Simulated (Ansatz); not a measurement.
Base system: GaN in the zinc blende structure (space group F-43m, No. 216; a = 4.498 Å). Axes: x, y, z lie along the cube axes.

Modification: compressive biaxial strain of 1.25 % in the plane normal to [111], as in epitaxy on a mismatched substrate; the out-of-plane cell vector and the atoms relax.

Computed with plane-wave PAW DFT at the r2SCAN level (Ansatz, a first-principles code, 500 eV), scalar-relativistic without spin-orbit coupling.

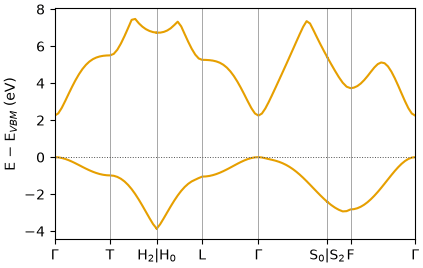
Figure: Highest valence and lowest conduction band along the path of the changed cell's own zone

**Question.** Read the changed gap and its character from the plot.

**Answer.** About 2.2 eV, direct at Γ.

Whether these cells are dynamically stable was not tested. This is not the structure that GaN has at room temperature and ambient pressure. k-point labels follow each cell's own Brillouin zone.
